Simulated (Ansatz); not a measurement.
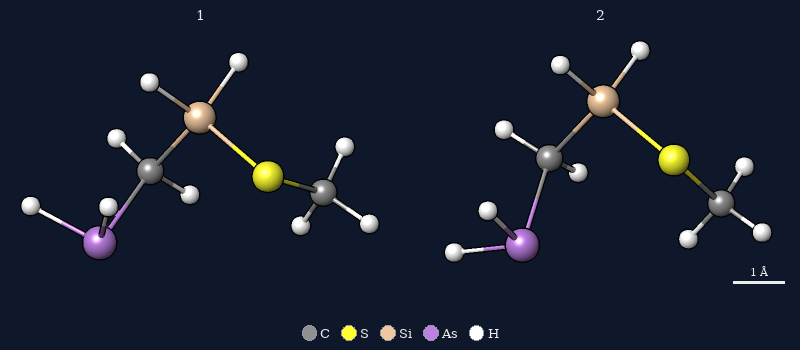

Two geometries of C2H9AsSSi, drawn at one scale. One is the start of a relaxation, the other its converged end. The picture is a ball-and-stick view, seen face on.

These are results of RKS B3LYP-D4/def2-SVP in Ansatz 0.2.0, not measurements. Set-up: no spin polarisation; force threshold 0.015 eV/Å; at most 40 steps.

Question: Which of the two is the end point?

Answer: Structure 2 is the relaxed one. The run prepares an end point of a later path (inversion) calculation, from a guessed geometry. After 19 accepted moves (20 points after the start) the energy has fallen by 11.8 kcal/mol. The largest force component goes from 3.3 to 0.013 eV/Å. The line search rejected the trial step at point 12 of the run. The largest move after the best rigid fit is that of an H atom, 1.10 Å. By element the largest moves are H 1.10 Å, As 0.46 Å, S 0.34 Å, Si 0.33 Å, C 0.27 Å. Among the contacts that change: As–H 1.618 → 1.531 Å, C–H 1.183 → 1.102 Å, C–S 1.766 → 1.840 Å, As–C 1.935 → 2.006 Å. Among the angles between lasting bonds that change: C–S–Si 92.7° → 100.0°, C–Si–H 114.1° → 109.7°, H–C–H 104.3° → 108.6°. Groups turn about As–C by about 45°.
